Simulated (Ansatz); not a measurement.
**Si4H11ClF2: single-point calculation**

The run: single-point calculation of Si4H11ClF2. Method and program: RKS PBE0-D4/def2-TZVPP (Ansatz 0.2.0).

The geometry is the reactant side of a reaction. The geometry comes from this level: PBE0-D4/def2-TZVP.

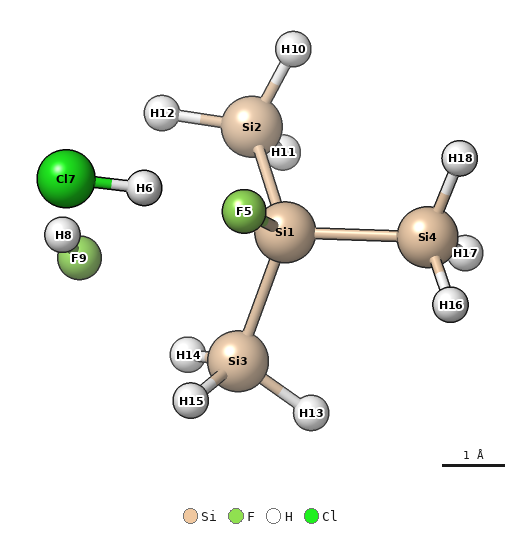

*The structure as given in the input (ball-and-stick view, seen at a tilt; atoms are numbered from 1 in the order of the input).*

Bond lengths as drawn: Cl–H 1.29 Å, F–H 0.93 Å, F–Si 1.65 Å, H–Si 1.48 to 1.49 Å and Si–Si 2.34 to 2.35 Å.

### Results in brief

```tsv
quantity	value
outcome	converged
total energy	−49629.5332 eV
mean-field energy	−49629.0950 eV
dispersion energy	−0.4382 eV
SCF solution under orbital rotations	stable
HOMO	−7.93 eV
LUMO	−1.46 eV
hardware	4 CPU threads, shared host
wall time	3.2 s (CPU time 4.5 s)
peak memory	0.98 GiB
```

### Input file
```yaml
crystal:
  periodic: [false, false, false]
  atoms:
    - {symbol: Si, position_ang: [-0.465057, -0.146206, -0.140719]}
    - {symbol: Si, position_ang: [-0.265723, -0.172931, 2.193715]}
    - {symbol: Si, position_ang: [1.385263, -1.120759, -1.220611]}
    - {symbol: Si, position_ang: [-2.428071, -1.249934, -0.791114]}
    - {symbol: F, position_ang: [-0.611097, 1.417976, -0.636309]}
    - {symbol: H, position_ang: [0.257410, 3.037188, -0.516900]}
    - {symbol: Cl, position_ang: [1.154446, 3.942709, -0.290730]}
    - {symbol: H, position_ang: [2.337274, 2.189420, 0.181472]}
    - {symbol: F, position_ang: [2.579376, 1.298779, 0.325444]}
    - {symbol: H, position_ang: [-1.536216, 0.262898, 2.834389]}
    - {symbol: H, position_ang: [0.004224, -1.584895, 2.580151]}
    - {symbol: H, position_ang: [0.845352, 0.694452, 2.658367]}
    - {symbol: H, position_ang: [0.911077, -2.356569, -1.905651]}
    - {symbol: H, position_ang: [2.449049, -1.495667, -0.257911]}
    - {symbol: H, position_ang: [1.905391, -0.180565, -2.245840]}
    - {symbol: H, position_ang: [-2.566016, -1.266002, -2.272039]}
    - {symbol: H, position_ang: [-2.321222, -2.651714, -0.301094]}
    - {symbol: H, position_ang: [-3.635260, -0.618080, -0.194718]}
basis:
  gaussian: {orbitals: def2-TZVPP}
hamiltonian: {xc: pbe0, dispersion: d4}
output: {orbitals: {seedname: orbitals}}
```

Command:
```bash
ansatz run in.yaml --threads 4 --pin off --events-out ev --progress --plain --max-ram 66560MiB --backend cuda --devices 0, --max-vram 37GiB
```

### Log
```
Functional definition: PBE0
  name "PBE0"
  cite "Adamo & Barone, J. Chem. Phys. 110, 6158 (1999) doi:10.1063/1.478522"
  cite "Perdew, Burke & Ernzerhof, Phys. Rev. Lett. 77, 3865 (1996) doi:10.1103/PhysRevLett.77.3865"
  parent pbe
  parameter a = 0.25
  parameter kappa = 0.804
  parameter beta = 0.06672455060314922
  exchange = (1 - a)*pbe_x(kappa = kappa, mu = beta*pi^2/3) + a*exact_x
  correlation = pbe_c(beta = beta)
2450 factors; their error is unknown
mean field evaluation 1: about -49626.1001 eV, gradient 4.3e1 eV
mean field evaluation 2: about -49623.8993 eV, gradient 6.2e1 eV
mean field evaluation 4: about -49628.9668 eV, gradient 2.6e0 eV
mean field evaluation 8: about -49628.9773 eV, gradient 3.4e-2 eV
mean field evaluation 16: about -49629.0950 eV, gradient 3.4e-5 eV
mean field -49629.09496733 eV, -1823.8356002407 hartree, gradient 3.4e-5 eV, S^2 0.000000; 0 other end points of the search recorded, 0 dependent functions left out
reference -49629.09501621 eV, -1823.8356020371 hartree; 51, 51 occupied and 375, 375 virtual orbitals, 2450 factors
Total energy: -49629.53323960 eV, -1823.8517064495 hartree
```

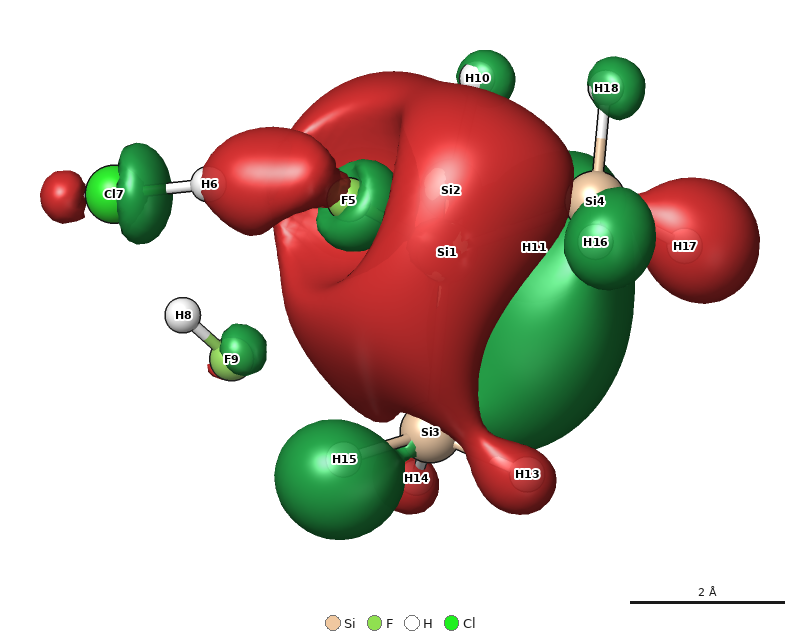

*The LUMO at ±0.06 Å⁻³ᐟ² (green and red are the two phases), seen at a tilt.*

By Hirshfeld shares it lies mainly on Si1 (35 %), Si2 (10 %), Si3 (10 %) and Si4 (10 %). Its energy is −1.46 eV.

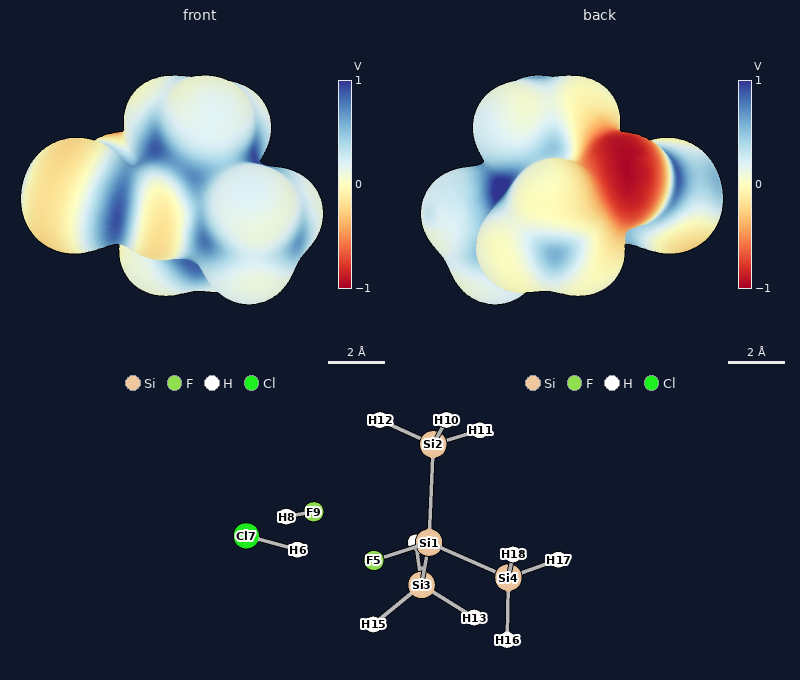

*The molecular electrostatic potential painted on the density surface at 0.001 e/bohr³, seen at a tilt and from behind; red is negative and blue positive. The bare structure is drawn below in the same view.*

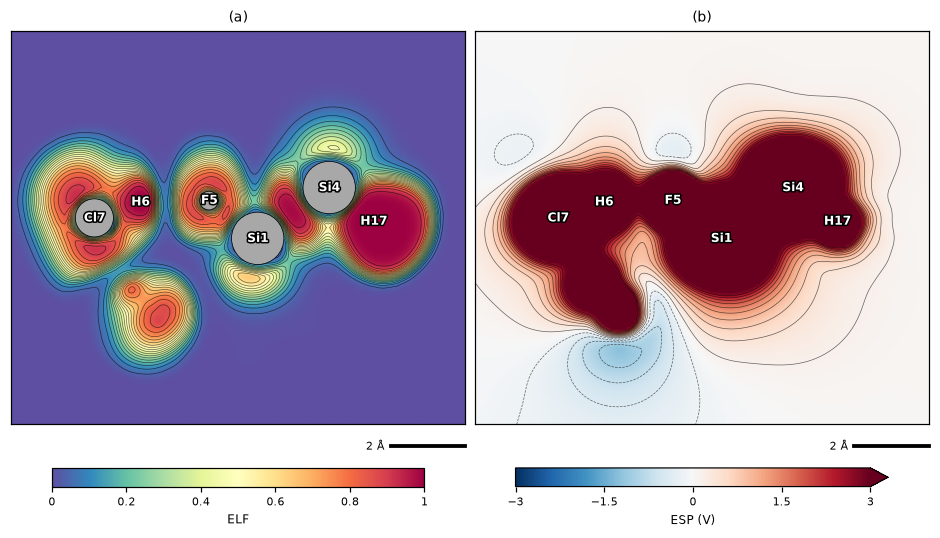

*(a) electron localisation function; (b) molecular electrostatic potential on the plane of atoms Si4, Si1 and F5. Grey discs, where drawn, cover atomic cores.*

Atoms in the plane: Si, F, H and Cl. Si–F (1.65 Å): the ELF peaks at about 0.85 between the atoms. Si–H (1.49 Å): the ELF climbs to about 1 towards the hydrogen.

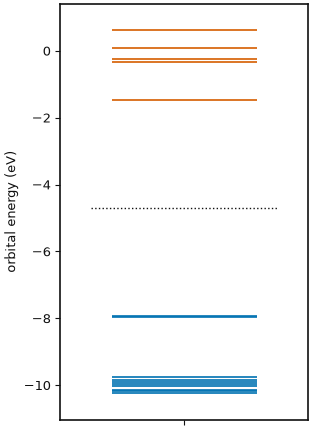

*Orbital energies near the frontier; the dotted line parts filled from empty levels, and levels within 0.02 eV of each other stand side by side.*

Highest filled −7.93 eV, lowest empty −1.46 eV, 6.47 eV apart.
